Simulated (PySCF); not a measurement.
## Electronic structure of C2H8O2Si3 in real space

Input

```
{"job": {"kind": "uv", "xc": "PBE0", "basis": "def2-SVPD", "nstates": 8, "ntriplets": 3}, "charge": 0, "multiplicity": 1}
O     -1.002946    -2.687276    -0.534349
Si    -0.449318    -1.537005     0.464148
C      0.814456    -0.448609    -0.350938
C      1.640145     0.268781    -0.869949
Si     2.894979     1.367455    -1.667535
O     -1.684879    -0.574466     0.905323
Si    -2.430224     0.630181     1.681408
H     -1.553145    -2.483452    -1.286121
H      0.051563    -2.276798     1.607795
H      4.179544     0.662014    -1.695167
H      2.446522     1.667676    -3.030985
H      2.999188     2.598848    -0.878994
H     -1.751039     1.881612     1.348850
H     -3.798071     0.584881     1.168624
H     -2.361188     0.354148     3.115977
```

Command:

```sh
OMP_NUM_THREADS=1 python probes_run.py task.json out
```

Geometry: GFN2-xTB.

Theory: PBE0/def2-SVPD, SCF density, gas phase in PySCF 2.14.0.

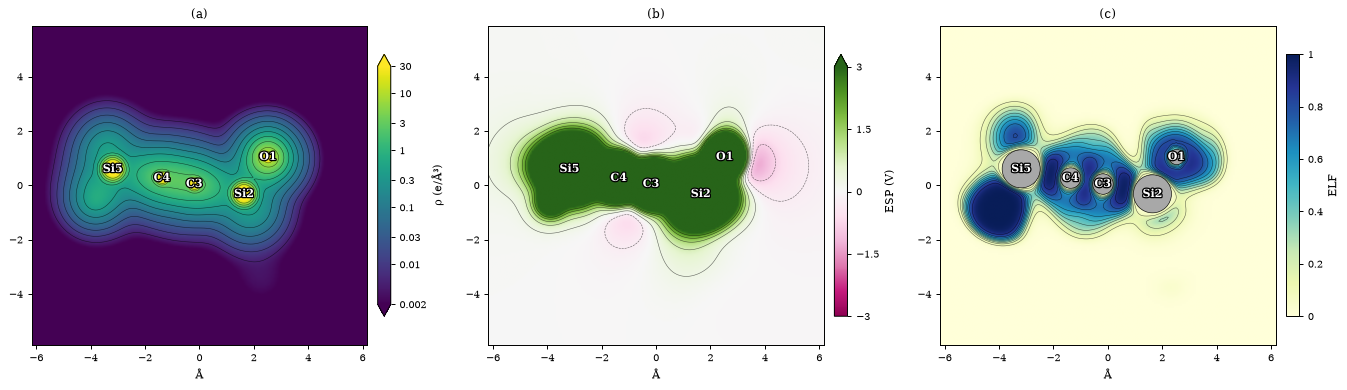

Figure 1. (a) electron density; (b) molecular electrostatic potential; (c) ELF on the plane of atoms O1, Si2 and C3. Grey discs cover the atomic cores in the ELF map.

Q: Read the bonding off the picture.

A: The section cuts through O, Si and C sites. C–C (1.21 Å): ρ at the midpoint is about 2.7 e/Å³; the ELF peaks at about 0.85 between the atoms (a multiple bond). Si–O (1.62 Å): ρ at the midpoint is about 1.2 e/Å³; the ELF peaks at about 0.90 between the atoms: a polar covalent bond. C–Si (1.85 Å): the density is about 0.93 e/Å³ at the midpoint; the ELF peaks at about 0.95 between the atoms: a shared electron pair. The ELF also peaks beside O1, away from the bonds: lone-pair regions. Outside the dense part of the molecule the potential is most negative (−1.3 V) near O1.

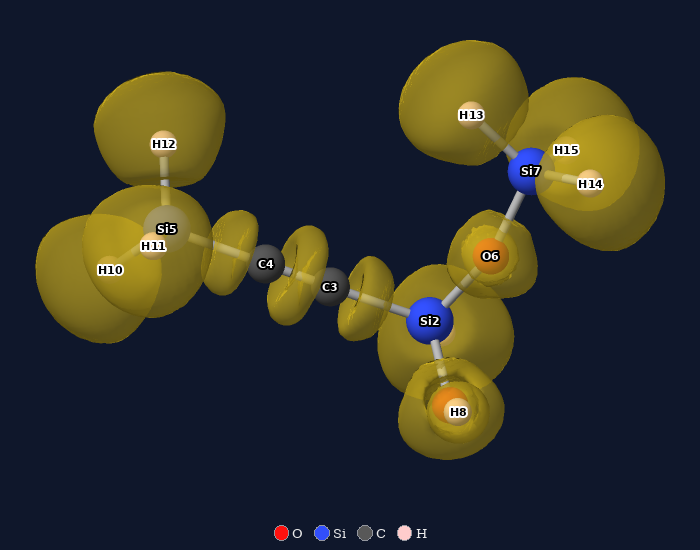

Figure 2. Isosurface of the electron localisation function at 0.8 (yellow), seen at a tilt. Core shells and regions of very low density are left out.

Q: Where are the electrons localised?

A: The ELF exceeds this value in one region between bonded C–C atoms (shared pairs), two regions between bonded C–Si atoms (shared pairs), seven regions around hydrogen nuclei, one region wrapped around O (its lone pairs, merged into a ring or cap) and one joined region spread over several atoms (H, O), in which their bonds and any lone pairs are merged.

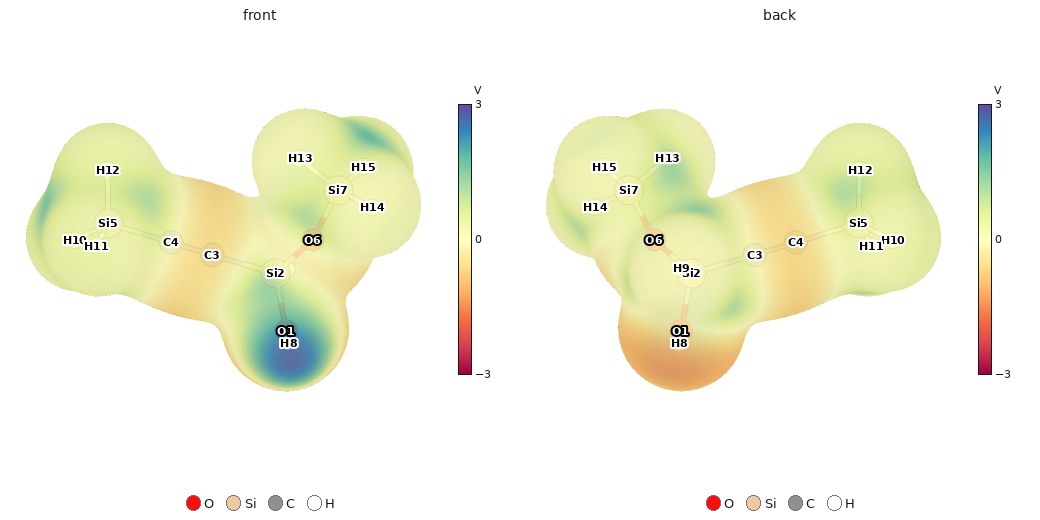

Figure 3. The molecular electrostatic potential painted on the density surface at 0.002 e/bohr³, seen from the front and from behind; red is negative and blue positive.

Q: Describe the electrostatic potential map.

A: The most negative region (about −1.3 V) lies over O1, the most positive (about +2.6 V) over H8. O1 is the likeliest acceptor of a hydrogen bond.

Q: How polar is the molecule by this calculation?

A: Its dipole moment is 1.44 D.
